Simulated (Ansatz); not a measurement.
# Work function of Fe(110): what the settings cost and change

How thick a slab and how much vacuum does the work function of Fe(110) need?

Program: Ansatz 0.2.0. Level of theory: plane-wave DFT, PBE, Ansatz PAW. Results are calculated unless marked as measured.

The experiments to compare with:

For Fe (clean (110) face, a compiled value), “Anisotropic work function of elemental crystals” (2019, arxiv:1902.07811) quotes earlier work: work function (clean (110) face, a compiled value) 5.12 eV.

## 1. The starting structure

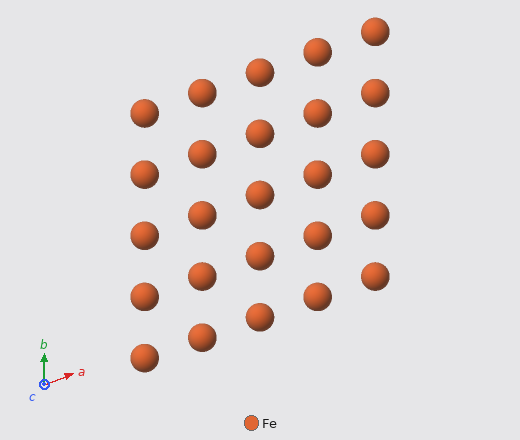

The cell as given, from above (iron orange). 4×4×1 cells are drawn. Some periodic images of atoms are drawn too.

The cell holds 1 atom: 1 Fe. Its edges and angles: a = 2.485 Å, b = 2.485 Å, c = 18.000 Å, α = 90.0°, β = 90.0°, γ = 70.5°. Vacuum lies along c.

## 2. Run, setting 1 layer

A work function rests on the faint tail of the density, so the SCF threshold is tight. The slab grows from one layer, at fixed mesh and 18 Å of vacuum; then the vacuum is varied on one slab.

input.yaml reads:

```yaml
crystal:
  lattice:
    - [2.029396462, -1.435, 0.0]
    - [2.029396462, 1.435, 0.0]
    - [0.0, 0.0, 18.0]
  atoms:
    - { symbol: Fe, position: [0.0, 0.0, 0.5], spin: 2.5 }
magnetization:
  spin_polarized: true
kpoints:
  mp_grid: { grid: [17, 17, 1] }
hamiltonian:
  xc: pbe
scf:
  occupations: { method: fermi_dirac, width: 0.1 }
  convergence: { dr2_threshold: 1.0e-09 }
efield:
  axis: 3
  dipole_correction: true
  ramp_position: 0.97
  ramp_width: 0.06
output:
  write_potential: true
  write_density: true
  volumetric_format: npy
  elf: true
```

Command:

```sh
$ ansatz run input.yaml --threads 4 --pin off --max-ram 6144MiB --backend cpu --events-out ev --progress --plain --runs-dir out
```

Numbers of over 12 decimals in the logs are rounded to 6 here.

The program printed:

```text
Engine: ansatz 0.2.0, aarch64-unknown-linux-gnu
Pseudopotentials: kind: paw
Pseudopotential: Fe, paw, valence charge 16, recommended cutoff 420 eV (normal), Fe.paw.azcp
Functional definition: PBE
  parameter kappa = 0.804
  parameter beta = 0.066725
  exchange = pbe_x(kappa = kappa, mu = beta*pi^2/3)
  correlation = pbe_c(beta = beta)
Crystal: 1 atoms, lattice volume = 104.839 Å³
Basis set: ecut = 420 eV, 2051 PW (Γ)
Bands: 14, of which v1, the nominal top of the filled ones, is band 8 counted from 1 (7 counted from 0)
Symmetry: 4 space group operations
k-points: 81 of 289
Non-local potential: Fe, projectors of the file, l = 0: 3, l = 1: 2, l = 2: 3, l = 3: 1
PAW form: soft (Blöchl's): semilocal exchange-correlation on the pseudo side does not see the compensation charge
PAW one-centre angular grid: Fe, 590 points (default); XC on 64 Gauss nodes
Initial density: superposition of atomic densities (neutral atoms: chi_scale 0, normalization atom)
Starting moments: Σ|m| = 2.5 μB on 1 of 1 site
Initial wavefunctions: pseudopotential atomic-orbital guess
Functional: x = pbe(κ = 0.804, μ = 0.219515), c = pbe(β = 0.066725)
SCF iter   1: F=—  HF=-4478.366483 eV  |F-HF|=—  |Δ(HF+E_count)|=         —  Δρ=3.28e-2 (↑2.94e-2 ↓3.28e-2)  dr2=6.83e-1  dr2_m=8.55e-1  M=3.038 μB ∫|m|=3.047 μB  β_m=1.00  ethr=3.10e-3  p=0.000 e·Å  D=3.16e-15 V/Å  ΔV_dip=-0.00 eV  dr2_dipole=8.29e-13  V_vac-E_F(+/−)=6.52/6.52 eV  ⟨swp⟩=6.5  Hψ=13158  notcnv=0
Mixer restart at iter 1: flushing history
efield: sawtooth ramp at fractional position 0.9700 (set: `efield.ramp_position`, or a place that a band, a saddle search or an elastic batch's reference lends), width 0.0600; the density the first Hamiltonian is built on has a dipole p = 0.000 e·Å; the dipole correction subtracts the counter field D = 3.16e-15 V/Å, which shifts the + side's vacuum level by -0.00 eV against the − side's; the planar-averaged density in the ramp window peaks in size at 1.9e-5 e/Å³
preconditioner: auto → LDOS  [metal: Δε(μ)=0.034 eV  Ē_g=7.956 eV  σ=0.100 eV  W_gap=0.08  n_scr=10 (ndim 8)  ℏωp=10.3 eV  f_vac=0.741  D(μ)=1.71/eV (n_scr^D=8)]
spin=Collinear: LDOS preconditioning applied to the charge; magnetization (m = ρ↑ − ρ↓) channel mixes plain (no charge-response kernel on spin).
SCF iter   2: F=—  HF=-4478.427646 eV  |F-HF|=—  |Δ(HF+E_count)|=   6.12e-2  Δρ=7.52e-3 (↑6.08e-3 ↓7.52e-3)  dr2=3.74e-1  dr2_m=2.63e-3  M=3.016 μB ∫|m|=3.050 μB  β_m=0.35  ethr=3.10e-3  p=-0.000 e·Å  D=-8.66e-6 V/Å  ΔV_dip=0.00 eV  dr2_dipole=5.66e-10  V_vac-E_F(+/−)=5.97/5.97 eV  ⟨swp⟩=2.0  Hψ=4408  notcnv=0  defer=34
density mixer auto → msr1: a metal under ldos (density of states about μ 2.29 of a free-electron gas's, 10 screened modes)
SCF iter   3: F=—  HF=-4478.549875 eV  |F-HF|=—  |Δ(HF+E_count)|=   1.22e-1  Δρ=7.09e-3 (↑6.30e-3 ↓7.09e-3)  dr2=1.23e-1  dr2_m=2.98e-2  M=2.996 μB ∫|m|=3.046 μB  β_m=0.65  ethr=2.34e-3  p=-0.000 e·Å  D=-6.08e-6 V/Å  ΔV_dip=0.00 eV  dr2_dipole=1.98e-10  V_vac-E_F(+/−)=5.40/5.40 eV  ⟨swp⟩=2.6  Hψ=3622  notcnv=0  defer=34
SCF iter   4: F=—  HF=-4478.774751 eV  |F-HF|=—  |Δ(HF+E_count)|=   2.25e-1  Δρ=1.97e-3 (↑1.97e-3 ↓1.30e-3)  dr2=5.09e-3  dr2_m=6.01e-4  M=2.957 μB ∫|m|=3.021 μB  β_m=0.64  ethr=7.71e-4  p=0.000 e·Å  D=1.15e-6 V/Å  ΔV_dip=-0.00 eV  dr2_dipole=5.47e-12  V_vac-E_F(+/−)=4.65/4.65 eV  ⟨swp⟩=3.1  Hψ=5456  notcnv=0  defer=36
SCF iter   5: F=—  HF=-4478.777316 eV  |F-HF|=—  |Δ(HF+E_count)|=   2.57e-3  Δρ=1.29e-3 (↑1.29e-3 ↓8.47e-4)  dr2=3.82e-3  dr2_m=1.78e-4  M=2.955 μB ∫|m|=3.021 μB  β_m=0.68  ethr=3.18e-5  p=0.000 e·Å  D=1.35e-6 V/Å  ΔV_dip=-0.00 eV  dr2_dipole=3.98e-12  V_vac-E_F(+/−)=4.59/4.59 eV  ⟨swp⟩=2.3  Hψ=4812  notcnv=0  defer=37
SCF iter   6: F=—  HF=-4478.779852 eV  |F-HF|=—  |Δ(HF+E_count)|=   2.54e-3  Δρ=5.68e-4 (↑5.68e-4 ↓3.51e-4)  dr2=6.97e-4  dr2_m=3.73e-5  M=2.951 μB ∫|m|=3.020 μB  β_m=0.77  ethr=2.39e-5  p=0.000 e·Å  D=9.37e-7 V/Å  ΔV_dip=-0.00 eV  dr2_dipole=2.39e-11  V_vac-E_F(+/−)=4.52/4.52 eV  ⟨swp⟩=2.1  Hψ=3495  notcnv=0  defer=37
SCF iter   7: F=—  HF=-4478.780225 eV  |F-HF|=—  |Δ(HF+E_count)|=   3.74e-4  Δρ=9.51e-5 (↑9.51e-5 ↓4.50e-5)  dr2=1.53e-5  dr2_m=1.67e-6  M=2.949 μB ∫|m|=3.020 μB  β_m=0.85  ethr=4.36e-6  p=-0.000 e·Å  D=-4.43e-7 V/Å  ΔV_dip=0.00 eV  dr2_dipole=1.85e-11  V_vac-E_F(+/−)=4.48/4.48 eV  ⟨swp⟩=2.0  Hψ=3357  notcnv=0  defer=37
SCF iter   8: F=—  HF=-4478.780231 eV  |F-HF|=—  |Δ(HF+E_count)|=   5.93e-6  Δρ=9.23e-6 (↑5.81e-6 ↓9.23e-6)  dr2=2.95e-7  dr2_m=1.70e-8  M=2.949 μB ∫|m|=3.020 μB  β_m=0.85  ethr=9.54e-8  p=0.000 e·Å  D=6.63e-7 V/Å  ΔV_dip=-0.00 eV  dr2_dipole=4.43e-11  V_vac-E_F(+/−)=4.47/4.47 eV  ⟨swp⟩=2.7  Hψ=3668  notcnv=0  defer=37
SCF iter   9: F=—  HF=-4478.780231 eV  |F-HF|=—  |Δ(HF+E_count)|=   1.96e-7  Δρ=1.76e-6 (↑1.54e-6 ↓1.76e-6)  dr2=6.44e-9  dr2_m=1.27e-9  M=2.949 μB ∫|m|=3.020 μB  β_m=0.93  ethr=1.84e-9  p=-0.000 e·Å  D=-6.18e-7 V/Å  ΔV_dip=0.00 eV  dr2_dipole=3.27e-11  V_vac-E_F(+/−)=4.46/4.46 eV  ⟨swp⟩=2.0  Hψ=3056  notcnv=0  defer=37
SCF iter  10: F=—  HF=-4478.780231 eV  |F-HF|=—  |Δ(HF+E_count)|=   1.36e-8  Δρ=4.49e-7 (↑3.20e-7 ↓4.49e-7)  dr2=6.43e-10  dr2_m=6.87e-11  M=2.949 μB ∫|m|=3.020 μB  β_m=0.96  ethr=4.03e-11  p=0.000 e·Å  D=8.90e-7 V/Å  ΔV_dip=-0.00 eV  dr2_dipole=7.20e-11  V_vac-E_F(+/−)=4.46/4.46 eV  ⟨swp⟩=2.3  Hψ=3242  notcnv=0  defer=37
iter 11 met the thresholds in force, and the SCF goes on: an eigenvalue changes by 0.09 meV, over its tolerance of 0.05 meV (output.eigenvalues, Limitations)
SCF iter  11: F=-4478.780231 eV  HF=-4478.780231 eV  |F-HF|=1.06e-10  |Δ(HF+E_count)|=  7.68e-10  Δρ=2.63e-7 (↑2.00e-7 ↓2.63e-7)  dr2=4.21e-10  dr2_m=7.57e-12  M=2.949 μB ∫|m|=3.020 μB  β_m=0.88  ethr=4.02e-12  p=-0.000 e·Å  D=-6.85e-7 V/Å  ΔV_dip=0.00 eV  dr2_dipole=4.20e-11  V_vac-E_F(+/−)=4.46/4.46 eV  ⟨swp⟩=3.9  Hψ=9710  notcnv=0
SCF iter  12: F=-4478.780231 eV  HF=-4478.780231 eV  |F-HF|=2.18e-11  |Δ(HF+E_count)|=  2.53e-10  Δρ=6.72e-8 (↑6.72e-8 ↓5.68e-8)  dr2=1.10e-11  dr2_m=4.69e-13  M=2.949 μB ∫|m|=3.020 μB  ethr=2.63e-12  p=-0.000 e·Å  D=-6.44e-8 V/Å  ΔV_dip=0.00 eV  dr2_dipole=3.19e-13  V_vac-E_F(+/−)=4.46/4.46 eV  ⟨swp⟩=1.8  Hψ=6812  notcnv=0
SCF 1 converged in 12 iterations: F = -4478.780231 eV  dr2 = 1.10e-11
  greatest PAW one-centre occupation: 1.003 electrons in one spin orbital (limit 2), on the Fe atom at site 0 (counted from 0), in its partial waves of l = 1
WARN: The output density's exchange-correlation potential varies sharply where the density is thin. Do not read a vacuum level from v_tot or v_xc, or from such a field of the output density. On a cell that repeats whose density bears no net charge and no dipole along the vacuum's axis use v_es (v_loc + v_h of the components); under efield.dipole_correction with no amplitude use v_es + v_field, which holds any externa [...]
SCF converged after 12 iterations
an eigenvalue changed by more than its tolerance at an iteration that met the thresholds in force, so the SCF went on 1 time: the last check found none over its tolerance
Magnetization: 2.9493 μB (9.4747 up, 6.5253 down)
Absolute magnetization: 3.0196 μB (∫|ρ↑−ρ↓|, with the PAW one-centre terms)
Spin contamination: 0.0587 ħ² per cell (⟨S²⟩ above its minimum at these occupations)
Per-site moments (μB) at R_I (Å): [(2.869996, 1.025266)]
Free energy (F): -4478.780231 eV
Harris-Foulkes:  -4478.780231 eV  (|F-HF|=2.18e-11)
Internal energy: -4478.734446 eV  (E = F + TS)
E sigma→0 (E₀):  -4478.757339 eV
Entropy (-TS):   -0.045786 eV (-45.786 meV/atom)
Fermi energy:    -1.813385 eV
Dipole field:    D = 0.000001 V/Å  (p = 0.000001 e·Å, saw-weighted, corrected)
Work function:   Φ+ = 4.4629 eV   Φ− = 4.4629 eV
Levels:          The Fermi level and band energies are counted from a zero that moves with the ramp; work functions are not
--- Per-component energies (eV) ---
  E_band       = -535.396240
  E_kinetic    = 345.121395
  E_local      = -12427.844762  (includes V_loc(G=0)·N_el)
  E_nonlocal   = 225.512878
  E_hartree    = 5887.481179
  E_xc         = -114.180959
  E_vxc        = -146.708159  (∫ρ·V_xc dr)
  E_paw        = -1370.757314  (= ΣΔE_a)
  E_vpaw       = -306.441122  (= ΣTr[D̂ρ^β])
  E_aug_tail   = 0.000861  (compensation charges beyond the density's cutoff)
  E_efield     = 0.000000  (sawtooth field / dipole correction)
  E_vefield    = 0.000000  (∫n·V_field dr)
  E_ewald      = 2975.932278
  E_smearing   = -0.045786  (= −TS)
  E_closure    = -0.000000  (closes the sum)
  Σ components = -4478.780231   (vs F -4478.780231, Δ=0.00e0)
--- Band table (eV; the first three rows and the last of 162) ---
  k-point 0 ↑: bands = [... 4 lower, -7.5050, -4.7776, -4.7286, -3.3393, -3.2157, -2.9759, -1.7329, 2.1813, ... 2 higher]
  k-point 1 ↑: bands = [... 4 lower, -7.3994, -4.7494, -4.7108, -3.4382, -3.2195, -3.0293, -1.5253, 2.2722, ... 2 higher]
  k-point 2 ↑: bands = [... 4 lower, -7.0933, -4.6770, -4.6496, -3.7037, -3.2195, -3.0860, -1.0311, 2.5450, ... 2 higher]
  k-point 80 ↓: bands = [... 4 lower, -3.6525, -2.5558, -1.1552, -0.2677, 0.4839, 2.1923, 7.1769, 7.9519, ... 2 higher]
```

The job ended after 37 s (4 threads of Arm Neoverse N1, shared host; peak memory 0.63 GiB).

Numbers from this step:

| Item | Value |
| --- | --- |
| energy at zero smearing | -4478.7573 eV |
| total moment | 2.949 μB |
| site moments | 2.870 μB |
| work function, upper face | 4.463 eV |

Running mean over 2.029 Å of the planar mean; the ramp of the sawtooth is left out. Table of electron's electrostatic potential energy less the Fermi level by z:

```csv
z (Å),electron's electrostatic potential energy less the Fermi level (eV)
3,4.46
4,4.46
5,4.46
6,4.40
7,3.69
8,-3.27
9,-9.36
10,-3.27
11,3.69
12,4.40
13,4.46
14,4.46
15,4.46
```

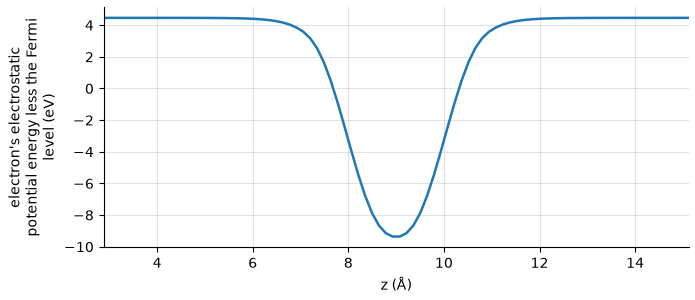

Electron's electrostatic potential energy less the Fermi level, plotted against z.

Site moment by atom:

```
atom  site moment (μB)
 Fe1              2.87
```

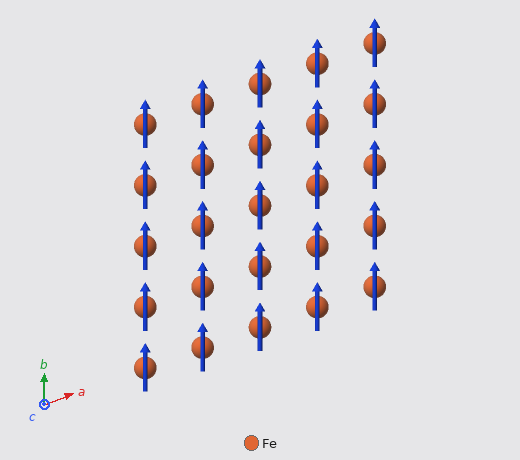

Site moment as arrows, the longest 2.87 μB. Up and down stand for the sign. Arrows give size and sign along the axis of quantisation, drawn up and down the page. 4×4×1 cells are drawn. Some periodic images of atoms are drawn too.

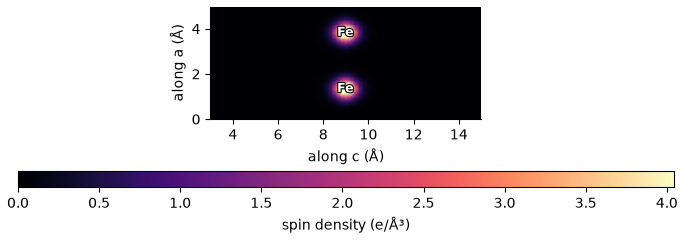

Spin density in the ca plane at fractional y = 0.000, with atoms of Fe within 0.2 Å of it. The map starts off the cell's origin, so that atoms lie inside it. The far vacuum is left out of the map.

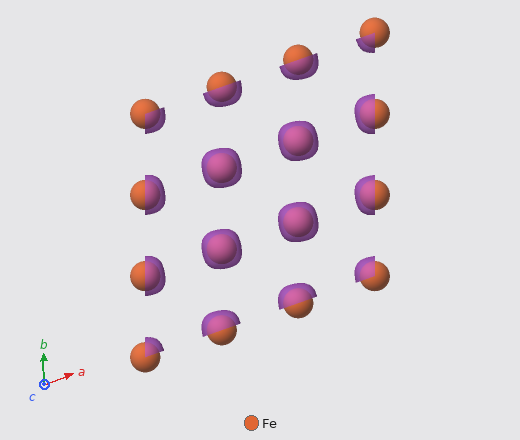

Surface of spin density = 0.64 e/Å³, which holds about 70 % of the integral of its size. 3×3×1 cells are drawn.

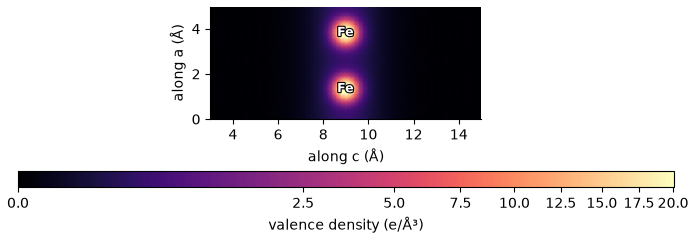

Valence density in the ca plane at fractional y = 0.000, with atoms of Fe within 0.2 Å of it. It is the smooth field of the valence electrons, not physical close to the nuclei. The map starts off the cell's origin, so that atoms lie inside it. The colour scale is stretched toward low values. The far vacuum is left out of the map.

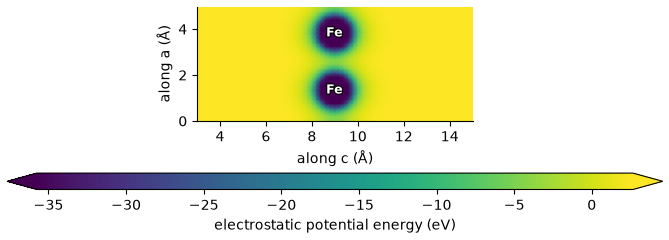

Electrostatic potential energy in the ca plane at fractional y = 0.000, with atoms of Fe within 0.2 Å of it. With pseudopotentials it is smooth inside the atoms' cores, unlike the true potential. The map starts off the cell's origin, so that atoms lie inside it. The far vacuum is left out of the map.

The work function is 4.463 eV.

## 3. Slab, 2 atoms

System of this step: Fe(110). The cell holds 2 atoms: 2 Fe. Cell: a = 2.485 Å, b = 2.485 Å, c = 20.029 Å, α = 90.0°, β = 90.0°, γ = 70.5°. Vacuum lies along c.

input.yaml, the sections that differ from step 2:

```yaml
crystal:
  lattice:
    - [2.029396462, -1.435, 0.0]
    - [2.029396462, 1.435, 0.0]
    - [0.0, 0.0, 20.029396462]
  atoms:
    - { symbol: Fe, position: [0.0, 0.0, 0.4493395503], spin: 2.5 }
    - { symbol: Fe, position: [0.5, 0.5, 0.5506604497], spin: 2.5 }
output:
  write_potential: true
  write_density: true
  volumetric_format: npy
# magnetization, kpoints, hamiltonian, scf, efield: as in step 2
```

The program printed:

```text
[...]
Crystal: 2 atoms, lattice volume = 116.659 Å³
Basis set: ecut = 420 eV, 2265 PW (Γ)
Bands: 23, of which v1, the nominal top of the filled ones, is band 16 counted from 1 (15 counted from 0)
Symmetry: 4 space group operations
k-points: 81 of 289
[...]
k-point 1 ↑: bands = [... 12 lower, -2.6126, -2.1781, -1.7088, -1.3984, -1.2699, -1.2511, -1.2258, -0.7999, ... 3 higher]
  k-point 2 ↑: bands = [... 12 lower, -2.5230, -2.4049, -1.5779, -1.5728, -1.3778, -1.2447, -1.0664, -0.9139, ... 3 higher]
  k-point 80 ↓: bands = [... 12 lower, 0.2918, 1.1142, 1.5775, 1.7211, 1.9578, 2.4214, 3.2612, 6.7251, ... 3 higher]
[key lines of the parts left out:]
SCF converged after 26 iterations
Magnetization: 5.3950 μB (18.6975 up, 13.3025 down)
Free energy (F): -8959.215165 eV
Fermi energy:    -0.047232 eV
Dipole field:    D = -0.000007 V/Å  (p = -0.000004 e·Å, saw-weighted, corrected)
Work function:   Φ+ = 4.7532 eV   Φ− = 4.7530 eV
```

Run time: 1.7 min. Hardware: 4 threads; peak memory 0.72 GiB.

The work function is 4.753 eV, +0.290 eV from the run “1 layer”, at 2.7 times its CPU time.

## 4. Run, 3 atoms

System of this step: Fe(110). The cell holds 3 atoms: 3 Fe. Its edges and angles: a = 2.485 Å, b = 2.485 Å, c = 22.059 Å, α = 90.0°, β = 90.0°, γ = 70.5°. Vacuum lies along c.

input.yaml, the sections that differ from step 3:

```yaml
crystal:
  lattice:
    - [2.029396462, -1.435, 0.0]
    - [2.029396462, 1.435, 0.0]
    - [0.0, 0.0, 22.058792924]
  atoms:
    - { symbol: Fe, position: [0.0, 0.0, 0.4080005661], spin: 2.5 }
    - { symbol: Fe, position: [0.5, 0.5, 0.5], spin: 2.5 }
    - { symbol: Fe, position: [0.0, 0.0, 0.5919994339], spin: 2.5 }
# magnetization, kpoints, hamiltonian, scf, efield, output: as in step 3
```

The program printed:

```text
[...]
Crystal: 3 atoms, lattice volume = 128.479 Å³
Basis set: ecut = 420 eV, 2499 PW (Γ)
Bands: 34, of which v1, the nominal top of the filled ones, is band 24 counted from 1 (23 counted from 0)
Symmetry: 4 space group operations
k-points: 81 of 289
[...]
k-point 1 ↑: bands = [... 20 lower, -0.4650, -0.0874, 0.2398, 0.2763, 0.3173, 0.3436, 0.4452, 0.4495, ... 6 higher]
  k-point 2 ↑: bands = [... 20 lower, -0.4490, -0.3502, 0.1271, 0.2220, 0.2586, 0.3040, 0.4081, 0.4782, ... 6 higher]
  k-point 80 ↓: bands = [... 20 lower, 2.6982, 2.9617, 3.3135, 3.4937, 3.6068, 4.0027, 4.1215, 4.7109, ... 6 higher]
[key lines of the parts left out:]
SCF converged after 15 iterations
Magnetization: 7.8767 μB (27.9383 up, 20.0617 down)
Free energy (F): -13439.690612 eV
Fermi energy:    1.580256 eV
Dipole field:    D = 0.000011 V/Å  (p = 0.000008 e·Å, saw-weighted, corrected)
Work function:   Φ+ = 4.7650 eV   Φ− = 4.7653 eV
```

The job ended after 1.8 min (4 threads; peak memory 0.92 GiB).

The work function is 4.765 eV, +0.012 eV from the run “2 layers”, at 1.2 times its CPU time.

## 5. Slab, 4 atoms

System of this step: Fe(110). The cell holds 4 atoms: 4 Fe. Its edges and angles: a = 2.485 Å, b = 2.485 Å, c = 24.088 Å, α = 90.0°, β = 90.0°, γ = 70.5°. Vacuum lies along c.

input.yaml, the sections that differ from step 4:

```yaml
crystal:
  lattice:
    - [2.029396462, -1.435, 0.0]
    - [2.029396462, 1.435, 0.0]
    - [0.0, 0.0, 24.088189386]
  atoms:
    - { symbol: Fe, position: [0.0, 0.0, 0.3736270857], spin: 2.5 }
    - { symbol: Fe, position: [0.5, 0.5, 0.4578756952], spin: 2.5 }
    - { symbol: Fe, position: [0.0, 0.0, 0.5421243048], spin: 2.5 }
    - { symbol: Fe, position: [0.5, 0.5, 0.6263729143], spin: 2.5 }
# magnetization, kpoints, hamiltonian, scf, efield, output: as in step 4
```

The program printed:

```text
[...]
Crystal: 4 atoms, lattice volume = 140.298 Å³
Basis set: ecut = 420 eV, 2715 PW (Γ)
Bands: 45, of which v1, the nominal top of the filled ones, is band 32 counted from 1 (31 counted from 0)
Symmetry: 4 space group operations
k-points: 81 of 289
[...]
k-point 1 ↑: bands = [... 28 lower, 1.4123, 1.5342, 1.6065, 1.6851, 1.7337, 1.7798, 1.8004, 1.8680, ... 9 higher]
  k-point 2 ↑: bands = [... 28 lower, 1.3076, 1.3218, 1.5761, 1.5765, 1.7243, 1.7767, 1.7885, 1.8036, ... 9 higher]
  k-point 80 ↓: bands = [... 28 lower, 4.2582, 4.4351, 4.5119, 4.9959, 5.0884, 5.3254, 5.4293, 5.4880, ... 9 higher]
[key lines of the parts left out:]
SCF converged after 18 iterations
Magnetization: 10.1271 μB (37.0636 up, 26.9364 down)
Free energy (F): -17920.184790 eV
Fermi energy:    2.940890 eV
Dipole field:    D = 0.000004 V/Å  (p = 0.000003 e·Å, saw-weighted, corrected)
Work function:   Φ+ = 4.7462 eV   Φ− = 4.7463 eV
```

Run time: 2.6 min. Hardware: 4 threads; peak memory 1.2 GiB; 6.8 min of CPU time.

The work function is 4.746 eV, -0.019 eV from the run “3 layers”, at 1.7 times its CPU time.

[end of part 1 of 3]

[Logs are printed without paths, hosts, clocks, repeated set-up lines and the standing remarks that a program may print on its own settings, such as how far it seeks lower states.]

[Hosts, paths, dates, database ids (printed as entryN), source tags and the programs' standing remarks are cut or masked in the printed files.]

[Maps of the electrostatic potential energy from Ansatz leave out the sawtooth potential of an applied field or a dipole correction, so their vacuum need not be flat; planar profiles and work functions include it.]
